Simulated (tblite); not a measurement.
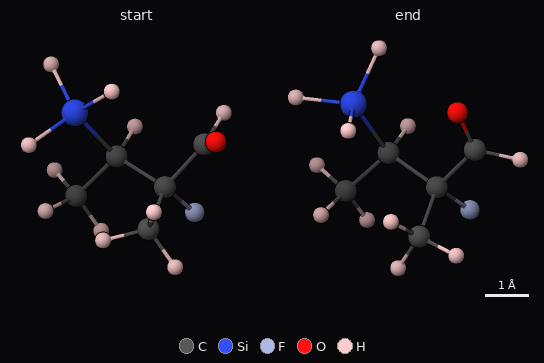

The structure of C5H11FOSi before (left) and after (right) a relaxation, at one scale.

The picture is a ball-and-stick view, seen at a tilt.

All numbers below come from tblite, GFN2-xTB geometry optimisation, gas phase. 

Summarise the run.

Answer. Over 181 geometry steps the energy falls by 13.4 kcal/mol. An H atom moves most after the best rigid fit: 1.47 Å. Largest moves by element: H 1.47 Å, O 1.04 Å, Si 0.28 Å, C 0.24 Å, F 0.11 Å. Some distances before and after: O–Si 3.626 → 2.609 Å, C–Si 1.862 → 1.923 Å, C–C 1.472 → 1.530 Å, C–H 1.119 → 1.087 Å. Among the angles between lasting bonds that change: H–Si–H 108.8° → 115.1°, C–Si–H 109.3° → 103.1°, O–C–H 116.8° → 122.0°. Groups turn about C–C by about 80°, C–Si by about 55°, C–C by about 45°. The run took 2.2 s on 1 thread of Arm Neoverse N1, on a shared host.
